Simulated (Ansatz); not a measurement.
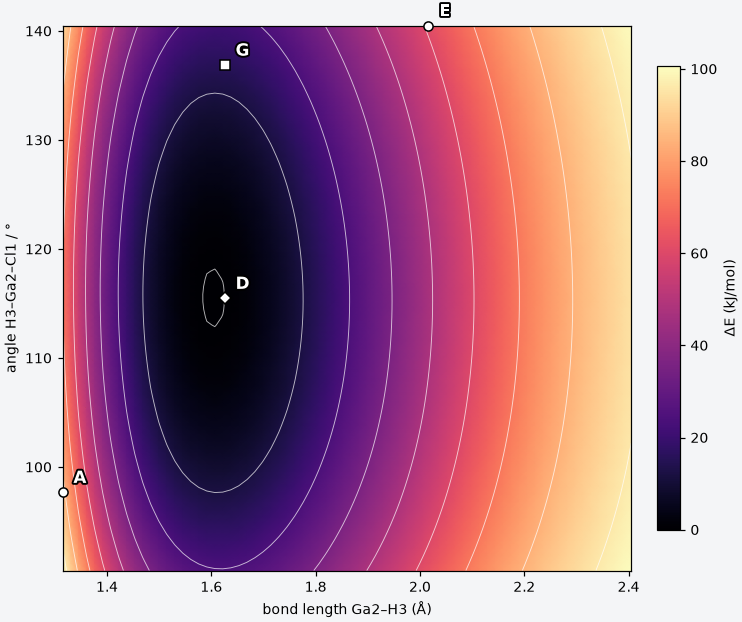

ClGaH, SMILES [Cl][GaH], spin multiplicity 2. The first coordinate is: bond length Ga2–H3; the second: angle H3–Ga2–Cl1. Nothing is relaxed (all other coordinates rigid). Grid: 15 × 15 points. Energies: kJ/mol, counted from the lowest grid point. Theory: UKS PBE0-D4/def2-TZVP in Ansatz.

The picture shows a smooth colour map with a few white contour lines, lettered points. Between grid points the surface is interpolated.

**Is E the lowest point of the computed grid?**

No. E lies 61 kJ/mol above the lowest grid point, which is at bond length Ga2–H3 = 1.626 Å, angle H3–Ga2–Cl1 = 115.5°.

**Rank the lettered points by energy, lowest first.**

D (0 kJ/mol), G (16 kJ/mol), E (61 kJ/mol), A (87 kJ/mol).
